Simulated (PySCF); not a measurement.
Molecule: SMILES OB(O)[SiH2][SiH2]c1ccco1, singlet. Atoms near the plane z = 1.2 Å, at the GFN2-xTB optimised geometry (x, y, z in Å): Si5 (-1.7, -1.6, -0.1), C6 (-0.4, -0.3, 0.0), C7 (1.0, -0.3, 0.0), C8 (1.4, 1.1, 0.0), C9 (0.3, 1.8, 0.0), O10 (-0.8, 1.0, 0.0), H15 (-0.9, -2.9, 0.0), H16 (-2.4, -1.6, 1.2), H17 (1.6, -1.1, 0.0), H18 (2.4, 1.5, 0.0), H19 (0.1, 2.9, 0.0).

Calculation: PySCF with PBE/def2-SVP. The values are rescaled to run from 0 to 1.

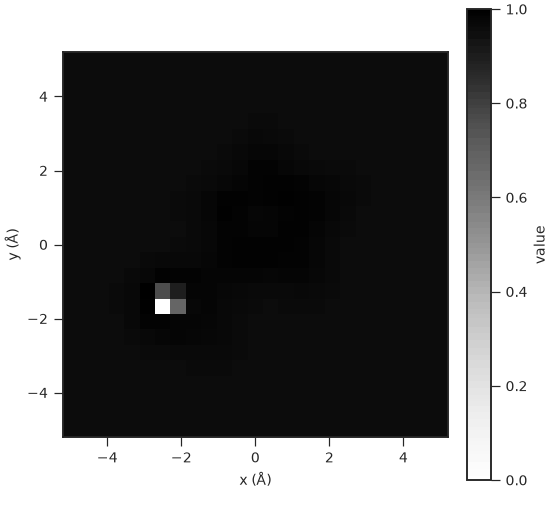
Figure: a field on the plane z = 1.2 Å.

Question: Which quantity is mapped?
A. electrostatic potential
B. Laplacian of the electron density
C. deformation density (molecule minus spherical neutral atoms)
D. electron localisation function

Answer: B, Laplacian of the electron density. In full: Laplacian of the electron density (e/bohr⁵), clipped to [-1.50, 1.50].
